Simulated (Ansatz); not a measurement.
**Geometry relaxation of SiNH₇ (part 2 of 2)**

The same run, continued: SiNH₇; RKS PBE-D4/def2-SVP (Ansatz 0.2.0). The input holds or restrains some coordinates. It belongs to a series of runs on one base structure; here: pulled along the bonds that form and break, towards end B.

Geometry of the input (Å):
```
Si 0.0000  0.0000  0.0000
N  0.0000  0.0000  2.1700
H  -0.8770  -0.2713  2.7000
H  0.8770  0.2713  2.7000
H  1.3768  0.0000  -0.4862
H  -0.6877  1.1914  -0.4862
H  -0.6877  -1.1914  -0.4862
H  0.9186  -1.3949  0.5550
H  0.7292  -1.1073  1.5131
```

Trajectory as extended XYZ, continued
```
9
Properties=species:S:1:pos:R:3:forces:R:3 step=4 energy=-9468.59897
Si    0.1227   -0.1757   -0.4259   -0.1199   0.2124   1.1513
N     0.0863   -0.1727    2.4893    1.8858   0.9681  -0.9118
H    -0.8660   -0.2641    2.7846   -0.3186   0.2462   0.8500
H     0.8962    0.3782    2.8359   -1.5122   0.1046   0.5206
H     1.5295    0.0939   -0.6933    0.7130   0.7949  -1.8928
H    -0.6761    1.1705   -0.4057    0.4310  -0.6739   0.6564
H    -0.8171   -1.2727   -0.6580   -0.8674  -0.2575  -1.6596
H     0.8650   -1.3219    0.2489   -0.0169  -0.2084   1.7187
H     0.5087   -0.9377    2.0036   -0.1947  -1.1864  -0.4328
9
Properties=species:S:1:pos:R:3:forces:R:3 step=5 energy=-9469.50114
Si    0.1486   -0.1855   -0.4228    0.2785  -0.6246   0.9872
N     0.0852   -0.1942    2.5181    0.8400  -0.3005  -1.1101
H    -0.8704   -0.2456    2.8447    0.1523   0.3713   0.5967
H     0.8484    0.4410    2.7368   -0.7308   0.5480   0.7009
H     1.5186    0.1258   -0.8787    0.2138   0.4804  -1.4399
H    -0.6227    1.1206   -0.3175    0.1922  -0.2436   0.5418
H    -0.8188   -1.2337   -0.8311   -0.4035   0.0464  -1.2749
H     0.8418   -1.2854    0.3580   -0.0698   0.0828   0.9295
H     0.5185   -1.0453    2.1719   -0.4727  -0.3604   0.0687
9
Properties=species:S:1:pos:R:3:forces:R:3 step=6 energy=-9470.11366
Si    0.1844   -0.2405   -0.4335    0.0290  -0.0054   0.0033
N     0.0786   -0.1849    2.5613    1.6674  -1.0831  -1.4144
H    -0.8617   -0.2129    2.9073   -0.3001   0.2754   0.7062
H     0.8200    0.4814    2.7959   -0.7707   0.0460   0.4697
H     1.4977    0.1524   -1.0706   -0.3154   0.0979  -0.8022
H    -0.5820    1.0628   -0.2380    0.2546  -0.3630   0.4190
H    -0.8241   -1.2101   -1.0053    0.0791   0.2586  -0.7267
H     0.8368   -1.2590    0.4145    0.1303  -0.1788   0.7440
H     0.4995   -1.0914    2.2479   -0.7741   0.9525   0.6012
9
Properties=species:S:1:pos:R:3:forces:R:3 step=7 energy=-9470.56795
Si    0.2169   -0.2845   -0.4573   -0.0610   0.1988  -0.4892
N     0.0742   -0.1576    2.5466   -0.6289  -0.9897  -0.8722
H    -0.8504   -0.1987    3.0012    0.7853   0.1580   0.2151
H     0.7849    0.4795    2.8666    0.0824   0.4031   0.6734
H     1.4402    0.1544   -1.2529   -0.3487  -0.1183  -0.2783
H    -0.5312    0.9940   -0.1525    0.1785  -0.2455   0.2635
H    -0.7939   -1.1696   -1.1692    0.2369   0.1922  -0.2660
H     0.8332   -1.2372    0.4880    0.1615  -0.1789   0.2515
H     0.4754   -1.0825    2.3091   -0.4059   0.5803   0.5021
9
Properties=species:S:1:pos:R:3:forces:R:3 step=8 energy=-9470.83737
Si    0.2485   -0.3216   -0.5024   -0.1653   0.3713  -0.9515
N     0.0171   -0.0844    2.5108   -0.5177  -0.1136   0.7190
H    -0.7850   -0.2207    3.1791    0.8346   0.0536  -0.4844
H     0.7348    0.4800    3.0084   -0.2749  -0.4407  -0.1269
H     1.3819    0.1164   -1.4334   -0.2423  -0.1392   0.1585
H    -0.4665    0.9240   -0.0535    0.1362  -0.1771   0.0262
H    -0.7389   -1.1408   -1.3261    0.1823   0.1083   0.1199
H     0.8396   -1.2334    0.4994    0.2143  -0.2341   0.0571
H     0.4178   -1.0218    2.2973   -0.1673   0.5716   0.4822
9
Properties=species:S:1:pos:R:3:forces:R:3 step=9 energy=-9470.91469
Si    0.2739   -0.3051   -0.5056   -0.0392   0.2651  -0.7806
N    -0.1047   -0.1173    2.4984    0.3720  -0.3797   0.1225
H    -0.7308   -0.3792    3.2693   -0.0670  -0.0587   0.1504
H     0.5723    0.5415    2.9185   -0.0955  -0.0334  -0.0452
H     1.3423    0.0044   -1.5295   -0.0275  -0.0344  -0.0514
H    -0.2815    0.9987   -0.0410    0.0191   0.0228   0.0706
H    -0.7965   -1.0921   -1.2166   -0.0452   0.0036   0.0809
H     0.9083   -1.1843    0.4923    0.2853  -0.2681   0.1601
H     0.4657   -0.9689    2.2937   -0.4020   0.4827   0.2927
9
Properties=species:S:1:pos:R:3:forces:R:3 step=10 energy=-9470.94738
Si    0.3064   -0.2958   -0.5038   -0.1103   0.2405  -0.6211
N    -0.1955   -0.1599    2.4828    0.7203  -0.6559   0.3327
H    -0.6780   -0.4558    3.3511    0.0854   0.1843  -0.0932
H     0.4524    0.6044    2.7713   -0.3558  -0.2573  -0.0330
H     1.3254   -0.0387   -1.5877   -0.0288  -0.0155  -0.0605
H    -0.1547    1.0237    0.0237    0.0419   0.0269  -0.0167
H    -0.8345   -1.0532   -1.1284   -0.0454   0.0384   0.0789
H     0.9590   -1.1698    0.4874    0.3457  -0.2721   0.1560
H     0.4686   -0.9570    2.2832   -0.6531   0.7107   0.2568
9
Properties=species:S:1:pos:R:3:forces:R:3 step=11 energy=-9470.99684
Si    0.3621   -0.2781   -0.4845   -0.3395   0.1959  -0.8554
N    -0.2938   -0.2167    2.4821    0.8470  -0.5710   0.4540
H    -0.6453   -0.5184    3.4199    0.1351   0.3042  -0.4618
H     0.3260    0.6064    2.6679   -0.4376  -0.4078   0.0290
H     1.2625   -0.1070   -1.7040   -0.1626  -0.0489   0.1929
H    -0.0007    1.0906    0.0120    0.0931  -0.0462   0.0052
H    -0.8842   -1.0186   -0.9429    0.2333   0.1319   0.1797
H     1.1118   -1.0952    0.4930    0.3189  -0.2021   0.1464
H     0.4109   -0.9651    2.2360   -0.6876   0.6440   0.3101
9
Properties=species:S:1:pos:R:3:forces:R:3 step=12 energy=-9471.05466
Si    0.3811   -0.2594   -0.4757   -0.2845   0.2232  -0.6632
N    -0.2913   -0.2438    2.4579    0.4763  -0.2669   0.2706
H    -0.7294   -0.6085    3.3248    0.0675   0.0787  -0.2619
H     0.2482    0.5877    2.7690   -0.1736  -0.2265  -0.0899
H     1.1598   -0.2211   -1.7762   -0.0525  -0.0328   0.0757
H     0.1266    1.1619   -0.0797    0.0341   0.0191   0.0629
H    -0.9079   -0.9868   -0.7468    0.0512   0.0244   0.0952
H     1.2109   -0.9944    0.4991    0.3796  -0.2213   0.1521
H     0.4511   -0.9377    2.2071   -0.4980   0.4020   0.3585
9
Properties=species:S:1:pos:R:3:forces:R:3 step=13 energy=-9471.08296
Si    0.3905   -0.2464   -0.4951   -0.2438   0.2161  -0.3826
N    -0.2661   -0.2348    2.4583    0.3251  -0.2825   0.0245
H    -0.8124   -0.7254    3.1854    0.0931   0.0652  -0.1186
H     0.1743    0.5685    2.9350   -0.0540  -0.0944  -0.0306
H     1.0853   -0.3424   -1.8340   -0.0368  -0.0088   0.0049
H     0.2243    1.2075   -0.1734    0.0026   0.0216   0.0178
H    -0.9322   -0.9438   -0.5996   -0.0169  -0.0029   0.0133
H     1.2585   -0.9187    0.4923    0.4195  -0.2433   0.1104
H     0.5271   -0.8667    2.2105   -0.4887   0.3288   0.3610
9
Properties=species:S:1:pos:R:3:forces:R:3 step=14 energy=-9471.05494 accepted=F
Si    0.4138   -0.2546   -0.4958   -0.4514   0.2295  -0.4197
N    -0.2623   -0.1846    2.4538    0.1000  -0.2388   0.8579
H    -0.8799   -0.8216    3.0321    0.7454   0.6651  -0.5742
H     0.1087    0.5474    3.1177   -0.3323  -0.7670  -0.5843
H     0.9919   -0.4222   -1.8962   -0.0819   0.0184   0.2299
H     0.3111    1.2178   -0.1942    0.0063  -0.1145  -0.0691
H    -0.9428   -0.9279   -0.4589    0.2353   0.1068  -0.0207
H     1.3427   -0.9015    0.4608    0.3620  -0.2413   0.0623
H     0.5660   -0.7551    2.1603   -0.5835   0.3418   0.5180
9
Properties=species:S:1:pos:R:3:forces:R:3 step=15 energy=-9471.08611
Si    0.4118   -0.2459   -0.4877   -0.4332   0.1789  -0.3828
N    -0.2911   -0.2304    2.4468    0.4908  -0.3287  -0.1416
H    -0.8048   -0.7725    3.1558   -0.0071   0.0046  -0.0240
H     0.1134    0.5719    2.9502   -0.0128  -0.0014   0.0227
H     1.0332   -0.3762   -1.8607   -0.0017   0.0210   0.0576
H     0.2831    1.2130   -0.1593    0.0238  -0.0151  -0.0200
H    -0.9314   -0.9215   -0.5220    0.0660   0.0366  -0.0063
H     1.3023   -0.9231    0.4774    0.4292  -0.2423   0.1089
H     0.5327   -0.8175    2.1789   -0.5550   0.3465   0.3855
9
Properties=species:S:1:pos:R:3:forces:R:3 step=16 energy=-9471.09163
Si    0.4007   -0.2534   -0.4922   -0.3008   0.2576  -0.3450
N    -0.2669   -0.2045    2.4527    0.3960  -0.2538  -0.0926
H    -0.8268   -0.8023    3.0776    0.0194   0.0095  -0.0279
H     0.0997    0.5529    3.0474   -0.0217  -0.0174  -0.0111
H     1.0225   -0.4011   -1.8605   -0.0087  -0.0108   0.0001
H     0.2961    1.2125   -0.1919   -0.0069  -0.0043  -0.0030
H    -0.9441   -0.9169   -0.5151    0.0034   0.0041   0.0069
H     1.2987   -0.9191    0.4740    0.4089  -0.2642   0.1114
H     0.5693   -0.7702    2.1876   -0.4895   0.2795   0.3614
```

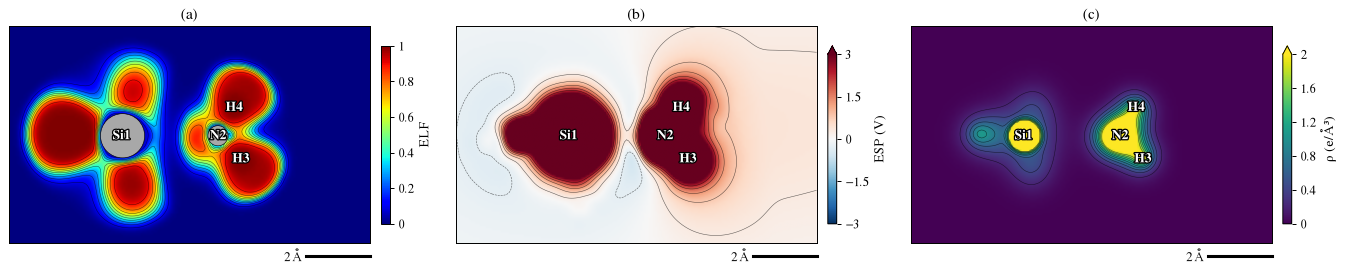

*(a) ELF; (b) electrostatic potential; (c) total electron density on the plane of atoms H3, N2 and H4. Grey discs, where drawn, cover atomic cores.*

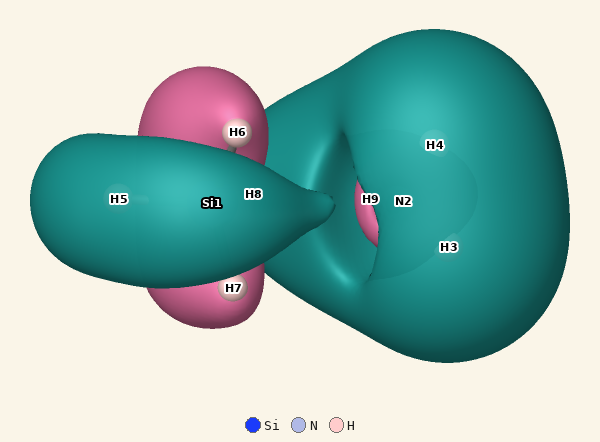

*One frontier orbital at ±0.05 Å⁻³ᐟ² (teal and pink are the two phases), seen at a tilt.*

The LUMO, at 0.49 eV. Its weight (Hirshfeld) is mainly on Si1 (20 %), N2 (15 %), H9 (15 %), H3 (15 %) and H4 (15 %).

Results in brief

| quantity | value |
| --- | --- |
| outcome | converged under the restraints of the input |
| total energy | −9471.0917 eV |
| mean-field energy | −9470.9917 eV |
| largest force (length of the vector) at the end, held atoms and coordinates included | 0.670 eV/Å |
| wall time | 12 s (CPU time 21 s) |
| peak memory | 0.11 GiB |
